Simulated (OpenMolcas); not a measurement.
## Single-point calculation, with input and output: CH5Si (charge +1) (part 1 of 2)

The run: single-point calculation of CH5Si, charge +1. Method and program: B2PLYP/aug-cc-pVDZ, RKS (OpenMolcas 26.06).

The geometry is that of the parent species in another charge or spin state. The geometry comes from this level: PBE0-D4/def2-TZVP.

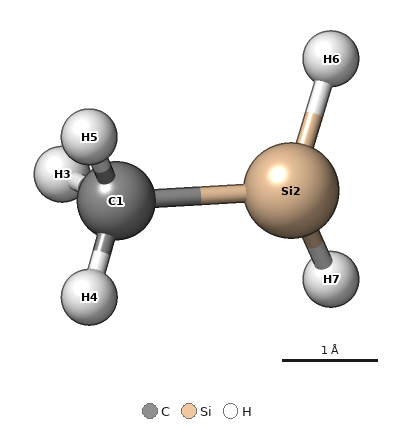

Figure 1. The structure as given in the input (ball-and-stick view, seen at a tilt; atoms are numbered from 1 in the order of the input). Bond lengths as drawn: C–H 1.09 Å, C–Si 1.87 Å and H–Si 1.49 Å.

**The input**
```
&GATEWAY
BasLib=$CurrDir
Coord
7
angstrom
C       -0.122600      -0.803200       0.095200
Si       0.176200       1.034800       0.314000
H       -0.204800      -1.054900      -0.966600
H        0.699200      -1.383300       0.519500
H       -1.047100      -1.107700       0.589500
H       -0.951500       1.846400      -0.225700
H        1.450600       1.468000      -0.326000
Basis=aug-cc-pVDZ
Group=NoSym
&SEWARD
GridInput
Grid=UltraFine
End of Grid
&SCF
Charge=1
KSDFT=B2PLYP_SCF
Thresholds=1e-10 1e-07 1e-07 1e-05
PrOrbitals=0
&MBPT2
Frozen=6
```

Run on 1 thread of Intel Xeon @ 2.50GHz (Skylake/Cascade Lake), 96 GiB of memory available, shared host.

Launched with:
```bash
export MOLCAS_MEM=1860
pymolcas job.inp > job.log
```

**What the program printed**
```
--- Start Module: gateway ---

                                              &GATEWAY

                       available to each process: 1.9 GB of memory, 1 thread

 Basis Set     1 Label: C.AUG-CC-PVDZ
 Basis set is read from library:.
 basistype.tbl is not found

 Basis Set     2 Label: SI.AUG-CC-PVDZ
 Basis set is read from library:.
 basistype.tbl is not found

 Basis Set     3 Label: H.AUG-CC-PVDZ
 Basis set is read from library:.
 basistype.tbl is not found

++    Symmetry information:
      ---------------------

                    Character Table for C1

                             E
                    a        1  x, y, xy, Rz, z, xz, Ry, yz, Rx, I
--

++    Basis set information:
      ----------------------

      Basis set label: C.AUG-CC-PVDZ.........

      Electronic valence basis set:
      ------------------
      Associated Effective Charge   6.000000 au
      Associated Actual Charge      6.000000 au
      Nuclear Model: Point charge

      Shell  nPrim  nBasis  Cartesian Spherical Contaminant
         s      10       4        X
         p       5       3        X
         d       2       2                 X

      Basis set label: SI.AUG-CC-PVDZ.........

      Electronic valence basis set:
      ------------------
      Associated Effective Charge  14.000000 au
      Associated Actual Charge     14.000000 au
      Nuclear Model: Point charge

      Shell  nPrim  nBasis  Cartesian Spherical Contaminant
         s      13       5        X
         p       9       4        X
         d       2       2                 X

      Basis set label: H.AUG-CC-PVDZ.........

      Electronic valence basis set:
      ------------------
      Associated Effective Charge   1.000000 au
      Associated Actual Charge      1.000000 au
      Nuclear Model: Point charge

      Shell  nPrim  nBasis  Cartesian Spherical Contaminant
         s       5       3        X
         p       2       2        X
--

++    Molecular structure info:
      -------------------------

                    ************************************************
                    **** Cartesian Coordinates / bohr, angstrom ****
                    ************************************************

     Center  Label                x              y              z                     x              y              z
        1      C1              -0.231680      -1.517828       0.179902             -0.122600      -0.803200       0.095200
        2      SI2              0.332970       1.955489       0.593374              0.176200       1.034800       0.314000
        3      H3              -0.387016      -1.993472      -1.826609             -0.204800      -1.054900      -0.966600
        4      H4               1.321297      -2.614058       0.981713              0.699200      -1.383300       0.519500
        5      H5              -1.978732      -2.093250       1.113994             -1.047100      -1.107700       0.589500
        6      H6              -1.798074       3.489190      -0.426511             -0.951500       1.846400      -0.225700
        7      H7               2.741237       2.774118      -0.616051              1.450600       1.468000      -0.326000

                    ***************************************
                    *    InterNuclear Distances / bohr    *
                    ***************************************

               1 C1            2 SI2           3 H3            4 H4            5 H5            6 H6
    1 C1       0.000000
    2 SI2      3.543123        0.000000
    3 H3       2.067959        4.687109        0.000000
    4 H4       2.063094        4.691306        3.345165        0.000000
    5 H5       2.062966        4.691193        3.345245        3.343491        0.000000
    6 H6       5.281246        2.816692        5.831891        6.997372        5.793913        0.000000
    7 H7       5.281342        2.816489        5.829351        5.796682        6.997316        4.599195

               7 H7
    7 H7       0.000000

                    *******************************************
                    *    InterNuclear Distances / angstrom    *
                    *******************************************

               1 C1            2 SI2           3 H3            4 H4            5 H5            6 H6
    1 C1       0.000000
    2 SI2      1.874940        0.000000
    3 H3       1.094317        2.480311        0.000000
    4 H4       1.091743        2.482532        1.770185        0.000000
    5 H5       1.091674        2.482472        1.770227        1.769299        0.000000
    6 H6       2.794715        1.490529        3.086104        3.702850        3.066007        0.000000
    7 H7       2.794766        1.490422        3.084760        3.067472        3.702820        2.433789

               7 H7
    7 H7       0.000000

                    **************************************
                    *    Valence Bond Angles / degree    *
                    **************************************
                          Atom centers                 Phi
                      3 H3       1 C1       4 H4       108.15
                      3 H3       1 C1       5 H5       108.15
                      4 H4       1 C1       5 H5       108.26
                      6 H6       2 SI2      7 H7       109.46
--

            Nuclear Potential Energy             55.68307710 au

--- Stop Module: gateway /rc=_RC_ALL_IS_WELL_ ---

--- Start Module: seward ---

                                              &SEWARD

                       available to each process: 1.9 GB of memory, 1 thread

               SEWARD will generate:
                  Multipole Moment integrals up to order  2
                  Kinetic Energy integrals
                  Nuclear Attraction integrals (point charge)
                  One-Electron Hamiltonian integrals
                  Velocity integrals
                  Orbital angular momentum around (  0.1429   0.8009   0.3994 )
                  Velocity quadrupole around (  0.1429   0.8009   0.3994 )
                  Two-Electron Repulsion integrals

                   Integrals are discarded if absolute value <: 1.00E-14
                   Integral cutoff threshold is set to       <: 1.00E-16

            Nuclear Potential Energy             55.68307710 au

      Basis set specifications :
      Symmetry species         a
      Basis functions           95

--- Stop Module: seward /rc=_RC_ALL_IS_WELL_ ---
--- Module seward spent 4 seconds ---

--- Start Module: scf ---

                                                &SCF

                       available to each process: 1.9 GB of memory, 1 thread

 ###############################################################################
 ###     Minimized-density-differences option turned off!                    ###
 ###############################################################################
++    Input section:
      --------------

      Header of the integral files:

      Cartesian coordinates in angstrom:
      -----------------------------------------------------
      No.  Label        X            Y            Z
      -----------------------------------------------------
       1   C1        -0.12260000  -0.80320000   0.09520000
       2   SI2        0.17620000   1.03480000   0.31400000
       3   H3        -0.20480000  -1.05490000  -0.96660000
       4   H4         0.69920000  -1.38330000   0.51950000
       5   H5        -1.04710000  -1.10770000   0.58950000
       6   H6        -0.95150000   1.84640000  -0.22570000
       7   H7         1.45060000   1.46800000  -0.32600000
      -----------------------------------------------------
      Nuclear repulsion energy =   55.68307710
--

++    Orbital specifications:
      -----------------------

      Symmetry species               1
                                     a
      Frozen orbitals                0
      Aufbau                        12
      Start temperature = 0.500
      End temperature   = 0.010
      Temperature Factor= 0.460
      Deleted orbitals               0
      Total number of orbitals      95
      Number of basis functions     95
--

      Molecular charge                           1.000

      Numerical integration parameters
      --------------------------------
      Radial quadrature type:                         MHL
      Size of radial grid:                            99
      Lebedev angular grid:                           41
      Angular grid pruned with the crowding factor:  1.00E+10
                                 and fading factor:  1.00E+01
      Screening threshold for integral computation:   1.00E-11
      Radial quadrature accuracy:                     1.00E-25
      Maximum batch size:                             128
      AO values are stored on disk
      The same grid will be used for all iterations.

      DFT functional specifications
      -----------------------------
      Using Libxc version: 6.2.2
      Please cite the following reference:
      S. Lehtola, C. Steigemann, M. J.T. Oliveira, and M. A.L. Marques.,  SoftwareX 7, 1–5 (2018) doi:10.1016/j.softx.2017.11.002

      * Becke 88
        - A. D. Becke.,  Phys. Rev. A 38, 3098 (1988) doi:10.1103/PhysRevA.38.3098
      * Lee, Yang & Parr
        - C. Lee, W. Yang, and R. G. Parr.,  Phys. Rev. B 37, 785 (1988) doi:10.1103/PhysRevB.37.785
        - B. Miehlich, A. Savin, H. Stoll, and H. Preuss.,  Chem. Phys. Lett. 157, 200 (1989) doi:10.1016/0009-2614(89)87234-3

++    Optimization specifications:
      ----------------------------

      SCF Algorithm: Conventional
      D(i)-D(i-1) density differences are used
      Number of density matrices in core                 5
      Maximum number of NDDO SCF iterations            400
      Maximum number of HF SCF iterations              400
      Threshold for SCF energy change             1.00E-10
      Threshold for density matrix                1.00E-07
      Threshold for Fock matrix                   1.00E-07
      Threshold for linear dependence             1.00E-09
      Threshold at which DIIS is turned on        1.50E-01
      Maximum depth in the DIIS procedure                5
      Maximum depth in the BFGS Hessian update          30
      Threshold at which QNR/C2DIIS is turned on  7.50E-02
      Threshold for Norm(delta) (QNR/C2DIIS)      1.00E-05
      All orbitals punched on: SCFORB
--

      Input vectors read from INPORB
      Orbital file label: *Guess orbitals

++ Convergence information
                                   B2PLYP_SCF iterations: Energy and convergence statistics
```
